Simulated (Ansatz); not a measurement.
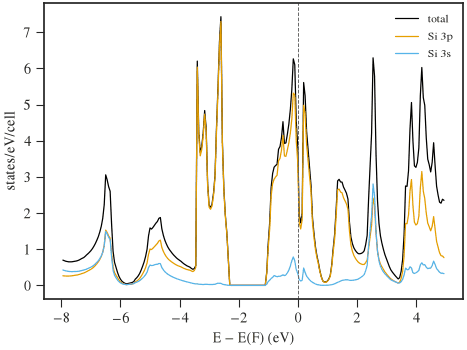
*Total and projected density of states of Si in space group I4_132 (No. 214; Si on 8a), PBE (plane waves, PAW; program Ansatz)*

Which orbitals carry the states next to the Fermi level?

Within 0.5 eV of the Fermi level: Si 3p 89 %, Si 3s 8 %. Projections are on Löwdin-orthogonalised atomic valence shells; empty p or d shells of many metals are not among them.

Where is the tallest occupied peak in this window, and what makes it?

Near -2.6 eV, about 7.4 states/eV per cell; the largest projected share is Si 3p.

The start of the workflow was typed in or built on a structure type; neither database checked (COD, Materials Project) lists it. It is not the phase usual at ambient conditions (space group No. 227). The PBE relaxation kept the symmetry of its start; its stability against distortions is not shown here.

Potentials: the later of the program's two PAW sets.
